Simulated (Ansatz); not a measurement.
## Fields on a plane of Sr(GaH)2 (space group P-3m1)

```xyz
5
Lattice="4.3517 0.0000 0.0000 -2.1759 3.7687 0.0000 0.0000 0.0000 4.5747" Properties=species:S:1:pos:R:3 pbc="T T T"
Sr     0.0000     0.0000     0.0000
Ga     0.0000     2.5125     2.1297
Ga     2.1759     1.2562     2.4450
H      0.0000     2.5125     0.4361
H      2.1759     1.2562     4.1386
```

The slice is a (0001) plane (indices of the conventional cell) through the point (0.667, 0.333, 0.534) (fractional), spanned by u = [110] and v = [1 -1 0] in vectors of this cell: u (4.35 Å) and v (7.54 Å, at 90° to u). It covers one period; positions are fractions (u, v).

Atoms on it: Ga at (0.00, 0.00); Ga at (0.50, 0.50). Other atoms lie within 1 Å of the plane.

Computed with PBEsol (plane waves to 420 eV, PAW, scalar-relativistic; Ansatz, a first-principles code). k mesh 9×9×7. Near the nuclei the fields are pseudised (PAW); where an atom keeps semicore shells as valence, they peak there. Sr(GaH)2 was relaxed with its symmetry unable to fall.

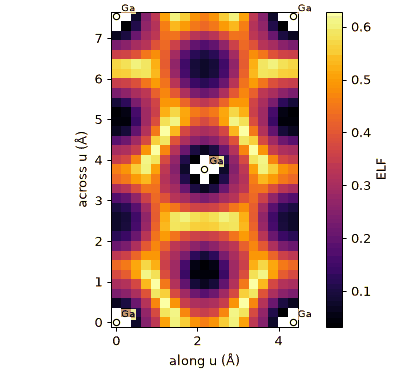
Electron localisation function (ELF), one period of the plane, atoms marked. Points within 0.3 Å of a nucleus are left white, as the pseudised field means little there.

```tsv
v \ u	0.00	0.11	0.22	0.33	0.44	0.56	0.67	0.78	0.89
0.94	0.7	0.1	-0.6	-0.9	-1.1	-1.1	-0.9	-0.6	0.1
0.84	-0.4	-0.5	-0.8	-1.1	-1.3	-1.3	-1.1	-0.8	-0.5
0.75	0.0	-0.2	-0.7	-1.0	-1.2	-1.2	-1.0	-0.7	-0.2
0.66	1.2	0.4	-0.4	-0.6	-0.7	-0.7	-0.6	-0.4	0.4
0.56	-0.2	-0.4	-0.5	-0.2	0.5	0.5	-0.2	-0.5	-0.4
0.47	-0.9	-0.9	-0.7	-0.1	1.2	1.2	-0.1	-0.7	-0.9
0.38	-1.3	-1.2	-0.9	-0.6	-0.3	-0.3	-0.6	-0.9	-1.2
0.28	-1.3	-1.2	-0.9	-0.6	-0.3	-0.3	-0.6	-0.9	-1.2
0.19	-0.9	-0.8	-0.6	-0.2	0.9	0.9	-0.2	-0.6	-0.8
0.09	0.0	-0.2	-0.4	-0.3	0.1	0.1	-0.3	-0.4	-0.2
0.00	1.7	0.7	-0.4	-0.7	-0.8	-0.8	-0.7	-0.4	0.7
```

Values: log₁₀ of the valence density in e/Å³. The scale is logarithmic, as a density can span decades between atoms and voids.
